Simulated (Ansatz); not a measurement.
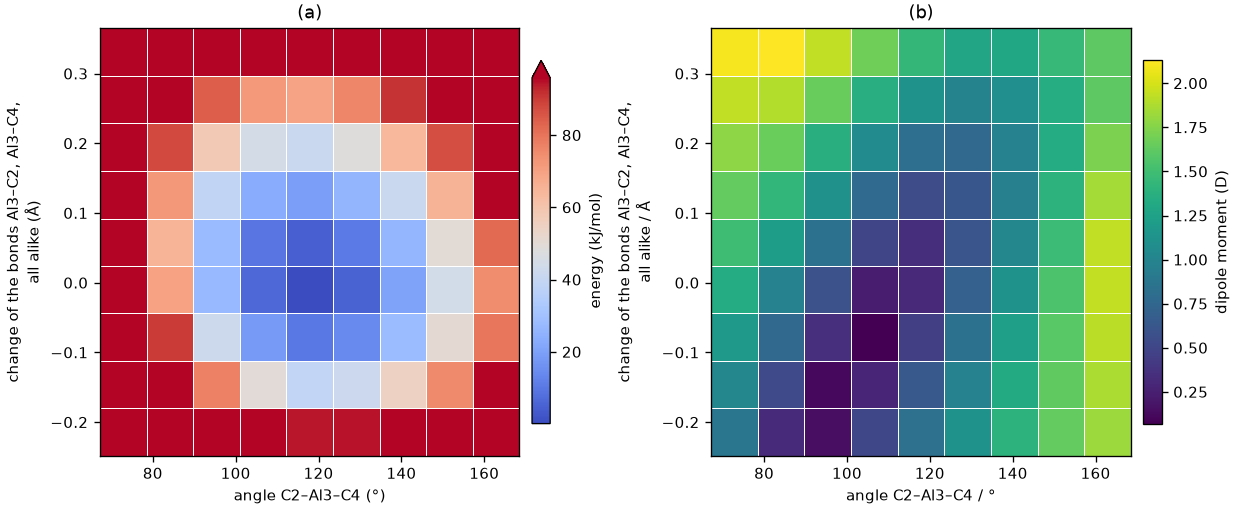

C₃H₄Al, SMILES C#[C][Al][CH3], spin multiplicity 2. Coordinates scanned: (1) angle C2–Al3–C4; (2) change of the bonds Al3–C2, Al3–C4, all alike. Nothing is relaxed (all other coordinates rigid). Grid: 9 × 9 points. Points are written as (first, second). Energies: kJ/mol, counted from the relaxed molecule at the same level. Level of theory: Ansatz, UKS PBE0-D4/def2-SVP.

Panel (a) is the energy; panel (b) is the computed dipole moment, in D.

The picture shows one coloured cell a grid point, one colour for all values above the top of the scale.

**How does the dipole moment vary over the map, and what is it at the lowest grid point?**

Leaving out the highest fifth of the energies, it runs from 0.07 D at (106.6°, −0.078 Å) to 1.94 D at (162.9°, −0.010 Å). At the lowest grid point, (117.9°, −0.010 Å), it is 0.31 D.
